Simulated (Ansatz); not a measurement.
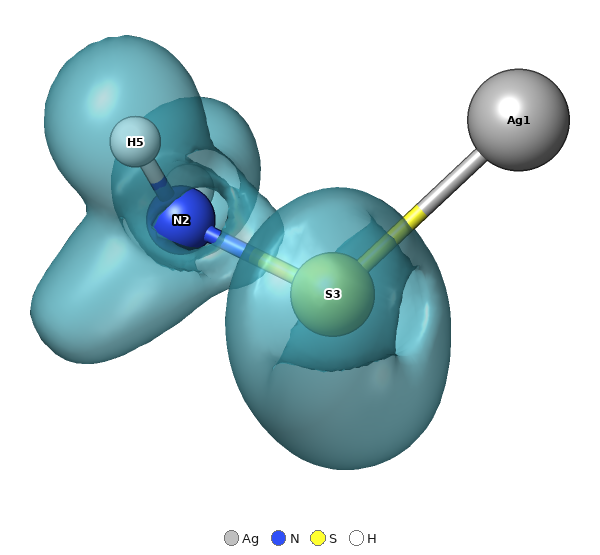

The picture shows: AgH2NS. Isosurface of the ELF at 0.75 (cyan), seen at a tilt. Only the valence region is drawn (cores and ρ < 0.01 e/Å³ removed).

Geometry: PBE0-D3(BJ)/def2-SVP; core potentials replace the inner electrons of Ag.

Method: isolated molecule in a Gaussian basis; Kohn-Sham density functional theory, functional PBE0 in Ansatz.

Input

```
crystal:
  periodic: [false, false, false]
  atoms:
    - symbol: Ag
      position_ang: [1.098747, -1.024575, -0.000978]
    - symbol: N
      position_ang: [-1.593378, 0.965443, -0.159725]
    - symbol: S
      position_ang: [-1.011081, -0.308499, 0.800588]
    - symbol: H
      position_ang: [-1.807070, 0.715288, -1.120414]
    - symbol: H
      position_ang: [-1.048808, 1.821263, -0.113052]
basis:
  gaussian:
    orbitals: def2-TZVPD
hamiltonian:
  xc: {name: PBE0}
output: {forces: true, orbitals: {seedname: orbitals}}
```

Launched as:

```sh
ansatz run input.yaml --threads 1 --pin off --max-ram 2610MiB --events-out events.jsonl --progress --plain --runs-dir runs
```

Where are the electrons localised?

The ELF exceeds this value in one region wrapped around S (its valence shell) and one joined region spread over several atoms (H, N), in which their bonds and any lone pairs are merged.

Values along the shortest contacts:
S–N (1.70 Å): the ELF peaks at about 0.85 between the atoms (localised, covalent bonding). Ag–S (2.37 Å): the ELF peaks at about 0.85 in the valence shell of S, 0.9 Å from its nucleus, and is about 0.35 at the midpoint.
